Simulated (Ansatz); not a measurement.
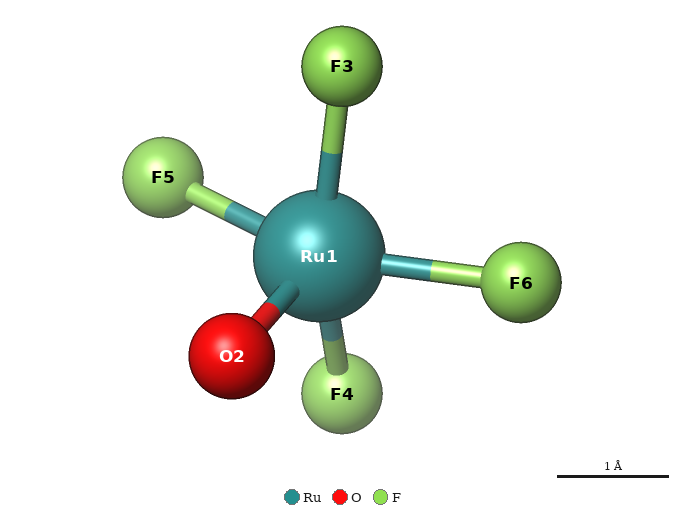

Source: calculation with Ansatz.

Orthographic view. Depth is shown by fading: the farther an atom, the more it takes the colour of the background. Charge 0, triplet. Geometry: a fixed input geometry, not necessarily a minimum. Other spin states may lie lower.

Give the geometry as a Z-matrix, atoms in numerical order, with these reference atoms: 2 to 1; 3 to 1, 2; 4 to 1, 2, 3; 5 to 1, 2, 3; 6 to 1, 2, 3.

```
Ru 
O    1   1.750
F    1   1.868   2   104.0
F    1   1.868   2   104.0   3   180.0
F    1   1.868   2   104.0   3   -90.0
F    1   1.868   2   104.0   3    90.0
```
